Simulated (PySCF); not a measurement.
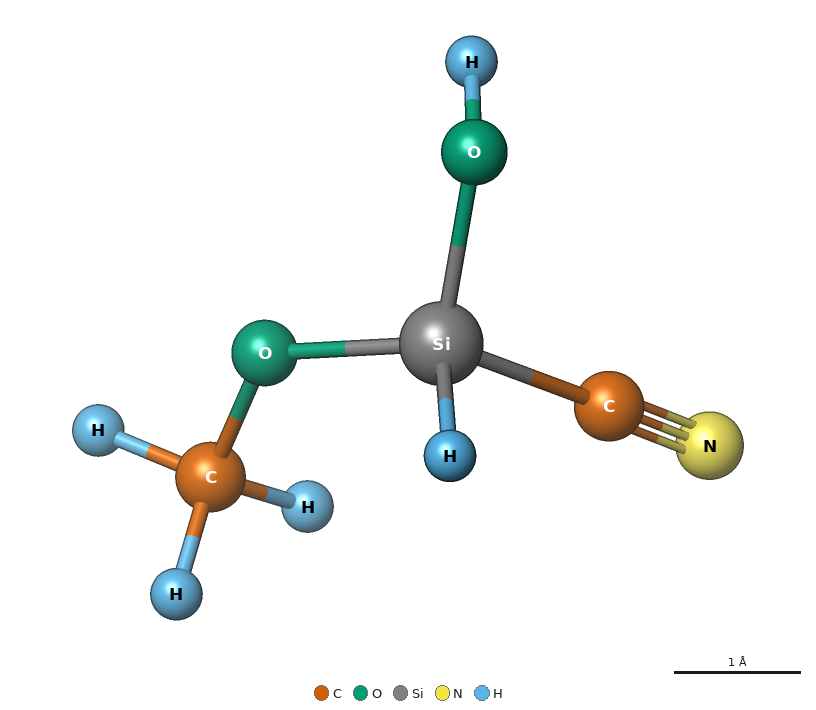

Rendered structure (ball-and-stick style).

Describe the molecule.

The molecule is C₂H₅NO₂Si. SMILES: `CO[Si@H](O)C#N`. It has no ring. Among its groups: nitrile, Si–H bond, Si–O bond. This geometry has C1 symmetry. Coordination: 1 C tetrahedral; 2 O bent; 1 Si tetrahedral; 1 C linear.

More results for the same structure follow; atom numbers are the same in all pictures, views and colours differ. The computed structure is the end point of a PBE0-D3(BJ)/def2-SVP optimisation. No frequency run is at hand to confirm it as a minimum.

### Electronic properties

No frequency run is at hand to confirm it as a minimum. Level of theory: KT2/pcSseg-2, gas phase (PySCF 2.14.0).

Predict the main results.

- dipole moment: 2.67 D
- HOMO energy (Kohn–Sham orbital): −7.52 eV
- LUMO energy (Kohn–Sham orbital): −1.90 eV
- HOMO–LUMO gap: 5.62 eV

### Quadrupole coupling

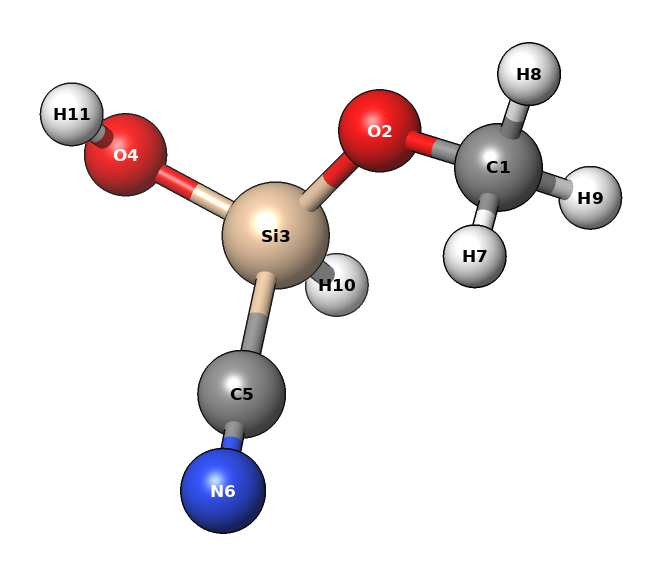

No frequency run is at hand to confirm it as a minimum. Electric field gradients from the ground-state density, PBE0/6-311+G(2d,p) (PySCF 2.14.0), non-relativistic apart from any core potentials.

Give the largest field-gradient component, the quadrupole coupling constant and the asymmetry for 17O at O2 (Q = −25.6 mb), 17O at O4 (Q = −25.6 mb), 14N at N6 (Q = 20.44 mb).

```tsv
atom	V_zz (a.u.)	e²qQ/h (MHz)	η
O2	1.655	−9.96	0.41
O4	1.374	−8.26	0.56
N6	−1.135	−5.45	0.02
```

### Bond orders

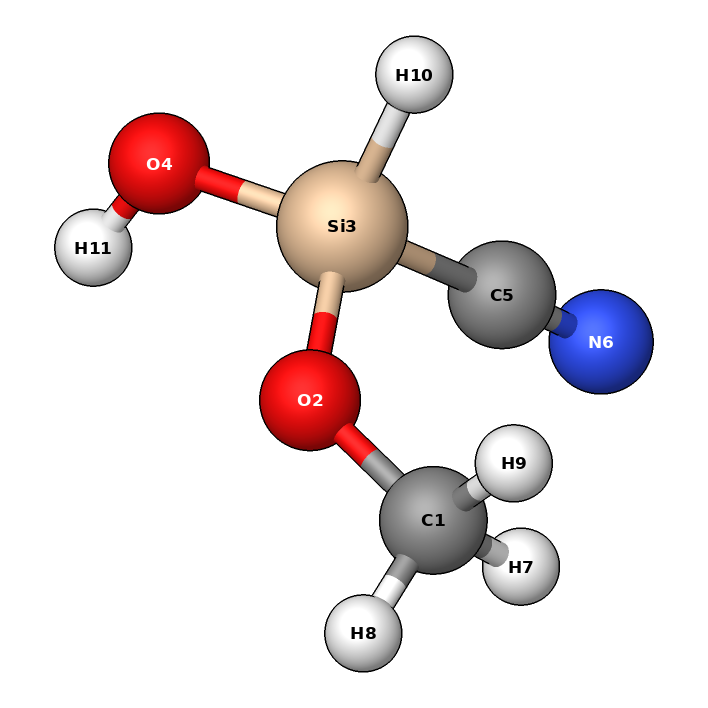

Every bond is drawn as one stick. No frequency run is at hand to confirm it as a minimum. Method: PBE0/IGLO-III (PySCF 2.14.0).

**Which bond has the highest Mayer bond order?**

C5–N6, 2.80, at a length of 1.160 Å.

List the Mayer bond orders of C1–O2, C1–H7, C1–H8, C1–H9, O2–Si3, Si3–O4, Si3–C5, Si3–H10, O4–H11, C5–N6.

| bond | Mayer order | length (Å) |
| --- | --- | --- |
| C1–O2 | 0.99 | 1.404 |
| C1–H7 | 0.97 | 1.104 |
| C1–H8 | 0.98 | 1.099 |
| C1–H9 | 0.97 | 1.104 |
| O2–Si3 | 0.94 | 1.641 |
| Si3–O4 | 0.95 | 1.638 |
| Si3–C5 | 0.90 | 1.872 |
| Si3–H10 | 0.91 | 1.477 |
| O4–H11 | 0.95 | 0.962 |
| C5–N6 | 2.80 | 1.160 |
